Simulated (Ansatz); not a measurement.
A series of calculations on BH₃SF₂

### Relaxation

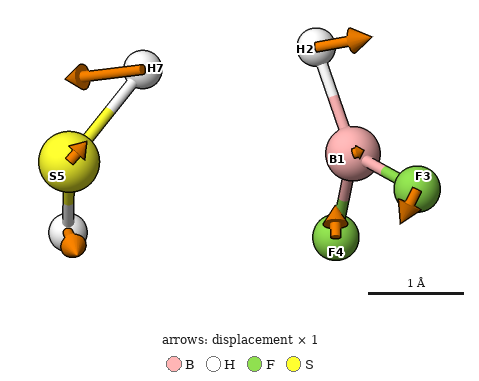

This is a relaxation of BH₃SF₂. The starting structure is drawn; orange arrows show the displacements, at their true length. The two geometries are superimposed by the best rigid fit.

Style: ball-and-stick. Shown at a tilt.

The run prepares an end point of a later path (reaction) calculation, from a guessed geometry.

These are results of RKS B3LYP-D4/def2-SVP in Ansatz 0.2.0, not measurements.

Input
```yaml
crystal:
  periodic: [false, false, false]
  atoms:
    - { symbol: B, position_ang: [0.053655, 0.255074, -0.030177] }
    - { symbol: H, position_ang: [-0.030931, 0.298569, 1.160147] }
    - { symbol: F, position_ang: [1.178561, 0.53183, -0.653168] }
    - { symbol: F, position_ang: [-1.020173, 0.000565, -0.756984] }
    - { symbol: S, position_ang: [0.269413, -2.687602, 0.892963] }
    - { symbol: H, position_ang: [-0.917107, -2.708615, 0.242375] }
    - { symbol: H, position_ang: [-0.069419, -1.52702, 1.558145] }
basis:
  gaussian: { orbitals: def2-SVP }
hamiltonian:
  xc: b3lyp
  dispersion: d4
relax:
  f_tol: 0.03
  max_steps: 50
```

Run as
```bash
ansatz run input.yaml --threads 1 --pin off --max-ram 2048MiB --backend cpu --events-out ev --progress --plain --runs-dir out
```

> Which element moves most?

Hydrogen: up to 1.02 Å, against 0.42 Å for fluorine.

> What did the optimiser do to the structure, and how much energy did it gain?

After 20 accepted moves (24 points after the start) the energy has fallen by 0.170 eV. Largest force component: 0.83 eV/Å at the start, 0.0098 eV/Å at the end. The line search rejected the trial steps at points 4, 9, 17, 23 of the run. The forces were under the threshold at step 12, but the run went on from there. The largest move after the best rigid fit is that of H7, 1.02 Å. By element the largest moves are H 1.02 Å, F 0.42 Å, S 0.30 Å, B 0.13 Å. Near-neighbour distances that change, for instance: S5–H7 1.380 → 1.353 Å, B1–H2 1.194 → 1.200 Å, B1–F3 1.315 → 1.320 Å. Cost: 63 s on 1 thread of Arm Neoverse V1 (shared host), peak memory 0.14 GiB.

### Relaxation

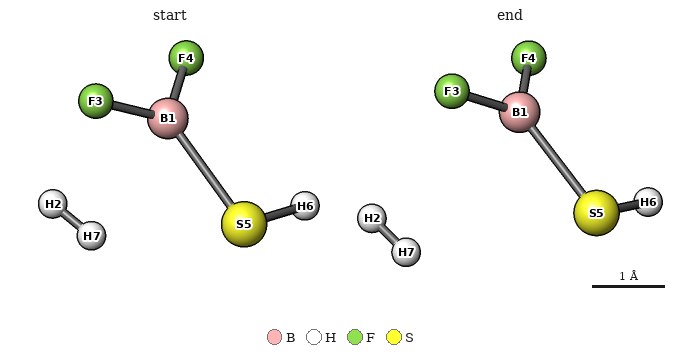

The structure of BH3SF2 before (left) and after (right) a relaxation, at one scale.

A ball-and-stick model, seen at a tilt.

The run prepares an end point of a later path (reaction) calculation, from a guessed geometry.

All numbers below come from RKS B3LYP-D4/def2-SVP (Ansatz).

Input file:
```yaml
crystal:
  periodic: [false, false, false]
  atoms:
    - { symbol: B, position_ang: [0.082462, -0.572345, -0.364811] }
    - { symbol: H, position_ang: [-0.036369, 0.192834, 1.905124] }
    - { symbol: F, position_ang: [1.118895, 0.235745, -0.455269] }
    - { symbol: F, position_ang: [-1.11651, -0.109681, -0.660304] }
    - { symbol: S, position_ang: [0.360698, -2.353851, 0.092357] }
    - { symbol: H, position_ang: [-0.940371, -2.705634, -0.022291] }
    - { symbol: H, position_ang: [-0.004805, -0.524268, 1.918494] }
basis:
  gaussian: { orbitals: def2-SVP }
hamiltonian:
  xc: b3lyp
  dispersion: d4
relax:
  f_tol: 0.03
  max_steps: 50
```

Command:
```bash
ansatz run input.yaml --threads 1 --pin off --max-ram 2048MiB --backend cpu --events-out ev --progress --plain --runs-dir out
```

> What changed between the two?

H2 moves most after the best rigid fit: 0.55 Å. Largest moves by element: H 0.55 Å, F 0.34 Å, S 0.29 Å, B 0.24 Å. Some distances before and after: B1–S5 1.860 → 1.810 Å, H2–H7 0.718 → 0.760 Å. Over 12 accepted moves (14 points after the start) the energy falls by 0.195 eV. The largest force component goes from 1.8 to 0.016 eV/Å. The line search rejected the trial steps at points 4, 10 of the run. The forces were under the threshold at step 8, but the run went on from there.

Limits of the set-up: the start holds two separate molecules, 2.3 Å apart at their closest, whose relative position is a soft coordinate.

### Path

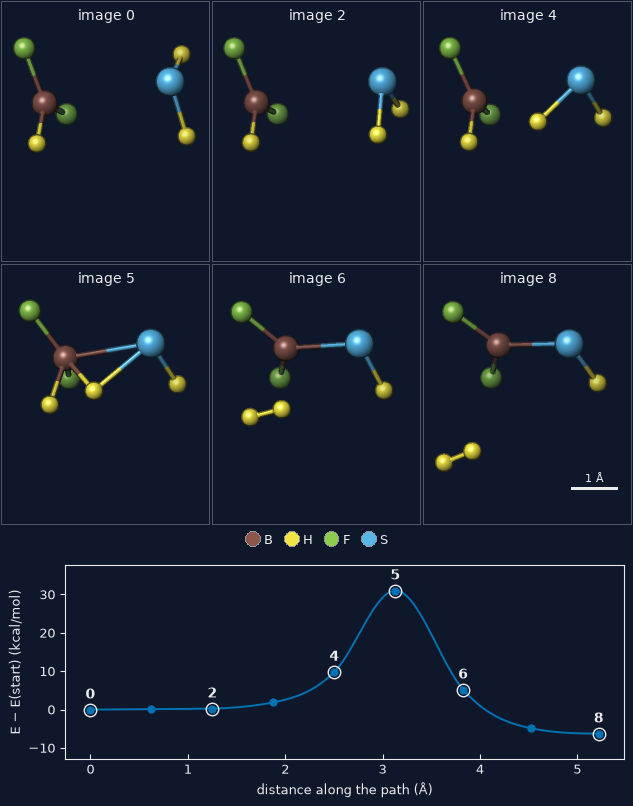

NEB run on BH₃SF₂, made up at the start of BHF2 and H$_{2}$S. Images are numbered from 0 (start) to 8 (end). A ball-and-stick model, seen at a tilt.

These are results of RKS B3LYP-D4/def2-SVP in Ansatz, not measurements. Run with 7 movable images; climbing image; force threshold 0.03 eV/Å; iteration limit 60; starting path through a guess of the saddle point.

> What happens along the path, and what is the barrier?

Breaking: B–H (1.20 → 3.17 Å), H–S (1.35 → 3.30 Å). Forming: B–S (3.01 → 1.81 Å), H–H (3.33 → 0.76 Å). The energy climbs by 31.0 kcal/mol to image 5 and then falls by 37.3 kcal/mol, so the end point sits at −6.3 kcal/mol. The band converged in 33 iterations, with a climbing image at the top. At the top, the vibrational analysis gives one imaginary mode (1093i cm⁻¹), as a transition state must have.

Limits of the set-up: the start holds two separate molecules, 3.0 Å apart at their closest, whose relative position is a soft coordinate.

Cost: 8.9 min on 1 thread of Arm Neoverse V1, with other jobs on the host, peak memory 0.17 GiB.
